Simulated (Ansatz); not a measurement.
MoS2 (2H-MoS2 type, space group P6_3/mmc), map of one atom of the cell

Relaxed MoS2 (2H-MoS2 type, space group P6_3/mmc):

```
MoS2
1.0
    3.17300     0.00000     0.00000
   -1.58650     2.74790     0.00000
    0.00000     0.00000    12.43657
Mo S
2 4
Direct
  0.33333   0.66667   0.25000
  0.66667   0.33333   0.75000
  0.33333   0.66667   0.62491
  0.66667   0.33333   0.12491
  0.66667   0.33333   0.37509
  0.33333   0.66667   0.87509
```

Two-dimensional scan of atom 4 (S, nearest neighbour Mo at 2.403 Å; its periodic images, 3.2 Å or more away, move with it): u runs along (1.000, 0.000, 0.000), v along (0.000, 1.000, 0.000) (Cartesian). Cell and other atoms are fixed.

Level of theory: r2SCAN+rVV10 (plane waves to 500 eV, PAW, scalar-relativistic; Ansatz, a quantum-chemistry and plane-wave program). k mesh 10×10×3 (Γ-centred), Fermi-Dirac smearing 0.05 eV. E stands for the smeared free energy. Points where atoms come too close for the PAW data are left out (x in tables, blank in figures). As the smearing reaches across the gap at some points, energies and forces of such displacements shift with the k mesh and the smearing. MoS2 is run without spin polarisation. MoS2 was relaxed with its symmetry unable to fall. ΔE is measured from the undisplaced structure. Axes are in Å.

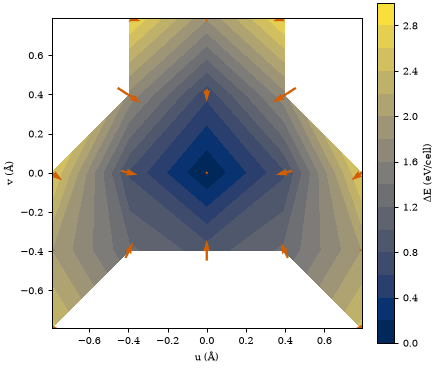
Figure: ΔE (eV/cell) over the plane, with arrows for the in-plane force on the moved atom.

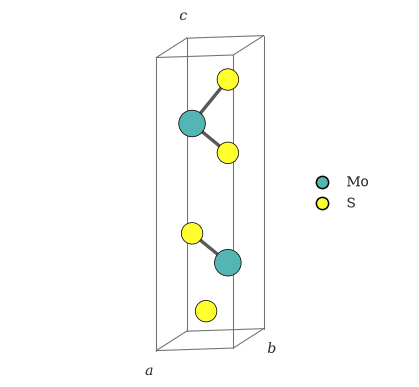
Figure. The cell of the calculation at u = 0.395 Å, v = 0.790 Å.

Lowest place on the grid: u = 0.000 Å, v = 0.000 Å (0 meV/cell).

(For displaced atoms, the force is minus the slope of the energy, and its curvature is a force constant, which sets phonon frequencies.)
